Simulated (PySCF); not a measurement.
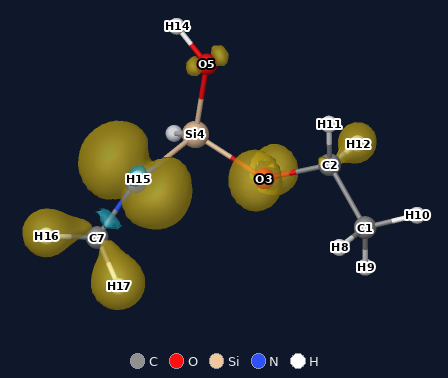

C$_{3}$H$_{11}$NO$_{2}$Si (charge +1, doublet). Isosurfaces of the spin density (α minus β) at +0.03 (yellow) and −0.03 e/Å³ (cyan), seen across its widest extent.

Geometry: GFN2-xTB.

Level of theory: UKS B3LYP, pcH-1 on C H N O Si, non-relativistic, mean-field spin-orbit, GIAO (PySCF).

```xyz
18

C     2.7878   -0.5153   -0.0961
C     1.8664    0.6797   -0.1500
O     0.6011    0.3447   -0.6254
Si   -0.8796    0.9613   -0.4208
O    -0.8115    2.0380    0.7643
N    -1.8170   -0.4186    0.1774
C    -2.4324   -1.4188   -0.5957
H     2.4172   -1.2539    0.6143
H     2.8517   -0.9984   -1.0694
H     3.7797   -0.2018    0.2146
H     1.7872    1.1791    0.8260
H     2.2769    1.4405   -0.8358
H    -1.4079    1.3543   -1.7032
H    -1.5086    2.6247    1.0499
H    -1.7000   -0.6800    1.1505
H    -3.3907   -1.7076   -0.1430
H    -1.8434   -2.3479   -0.6136
H    -2.5857   -1.0739   -1.6148
```

> Describe the spin distribution.

The unpaired spin (1 electron) lies mostly on N6 (about 0.5) and O3 (about 0.1), in electrons by Hirshfeld's partition.
